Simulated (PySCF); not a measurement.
CH$_{10}$O$_{2}$PSi$_{3}$ (doublet)

```xyz
17

Si    2.0832    1.2117    0.6406
O     1.9136   -0.0648   -0.3621
Si    1.1484   -1.3349   -0.9913
C    -0.3731   -1.7301    0.0998
O    -0.9409   -0.5556    0.6258
Si   -1.9601    0.4616   -0.0977
P    -2.1632    1.9626    1.5173
H     2.1931    0.6951    2.0016
H     0.9315    2.0959    0.4685
H     3.3273    1.8153    0.1668
H     0.7269   -0.9479   -2.3366
H     2.0809   -2.4574   -0.9600
H    -1.1317   -2.2904   -0.4553
H    -0.0873   -2.3432    0.9603
H    -1.4326    1.0183   -1.3541
H    -3.2131   -0.2274   -0.4529
H    -3.1099    2.7031    0.8184
```

Geometry: GFN2-xTB.

Method: UKS B3LYP, pcH-1 on C H O P Si, non-relativistic, mean-field spin-orbit, GIAO in PySCF 2.14.0, density-fitted response routines.

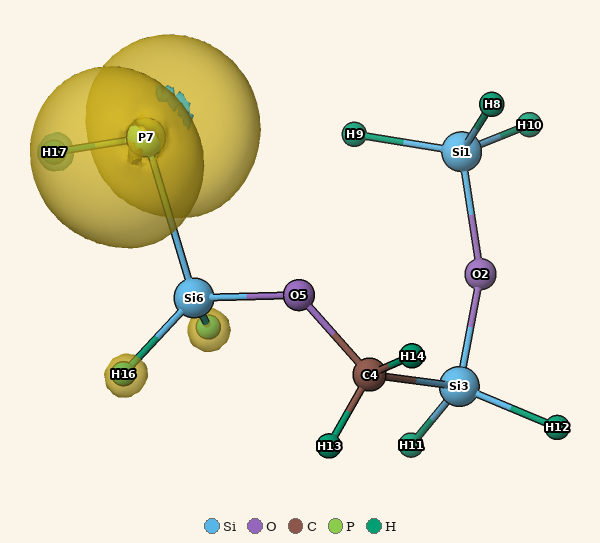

Figure 1. Isosurfaces of the spin density at +0.02 (yellow) and −0.02 e/Å³ (cyan), seen at a tilt.

**Which atoms carry the spin?**

The unpaired spin (1 electron) lies mostly on P7 (about 0.9), in electrons by Hirshfeld's partition.

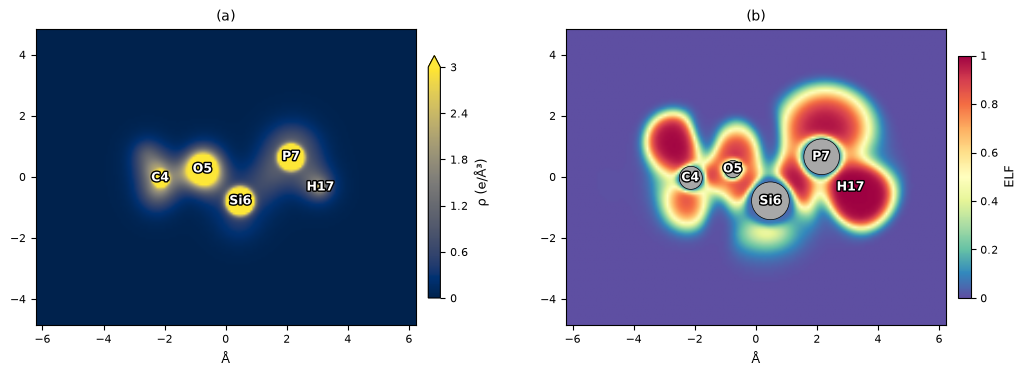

Figure 2. (a) electron density; (b) ELF on the plane of atoms C4, O5 and Si6. Grey discs cover the atomic cores in the ELF map.

**Describe what can be read from this map.**

- The section cuts through C, O, Si, P and H sites.
- C–O (1.41 Å): ρ at the midpoint is about 2 e/Å³, with its minimum of 1.7 e/Å³ about 0.5 Å from C; the ELF peaks at about 0.85 between the atoms; a polar covalent bond.
- Si–O (1.61 Å): the density is about 1.2 e/Å³ at the midpoint; the ELF peaks at about 0.85 between the atoms; a polar covalent bond.
- Si–P (2.21 Å): ρ is about 0.8 e/Å³ halfway; the ELF peaks at about 0.95 between the atoms (localised, covalent bonding).
- P–H (1.39 Å): the density is about 1.1 e/Å³ at the midpoint; the ELF climbs to about 1 towards the hydrogen, as it does in any bond to H.
- The ELF also peaks beside O5 and P7, away from the bonds: non-bonding electrons, paired or unpaired.

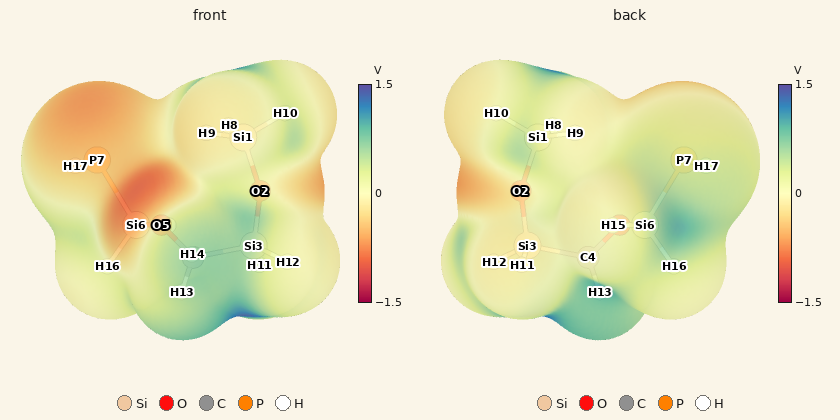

Figure 3. The electrostatic potential painted on the density surface at 0.001 e/bohr³, seen from the front and from behind; red is negative and blue positive.

**Which sites attract a positive test charge, and which a negative one?**

A positive charge is drawn to the negative regions and a negative charge to the positive ones. The most negative region (about −0.9 V) lies over O5, the most positive (about +1.3 V) over Si1 and Si3.
